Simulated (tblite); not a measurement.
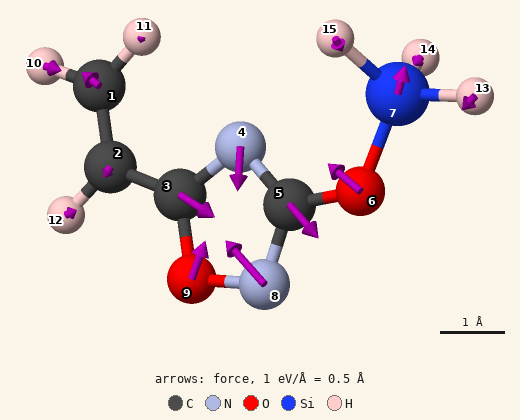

Starting geometry of C₄H₆N₂O₂Si with the computed forces as purple arrows. Style: ball-and-stick. Shown at a tilt.

The calculation used GFN2-xTB geometry optimisation, gas phase in tblite 0.8.0. 

> What follows when this structure is relaxed?

It isn't relaxed: the largest force vector, on N8, is 2.11 eV/Å. The final displacements follow the starting forces only in part (cosine between the two patterns 0.43). The largest move after the best rigid fit is that of H13, 0.25 Å. By element the largest moves are H 0.25 Å, O 0.09 Å, Si 0.08 Å, C 0.05 Å, N 0.05 Å. Some distances before and after: C3–O9 1.380 → 1.339 Å, C5–O6 1.338 → 1.298 Å, Si7–H15 1.495 → 1.460 Å, N8–O9 1.392 → 1.360 Å. Bond angles that change, for instance: O6–Si7–H13 109.2° → 97.0°, O6–C5–N8 115.8° → 123.7°, H13–Si7–H15 107.3° → 114.7°. After 24 geometry steps the energy has fallen by 0.312 eV.
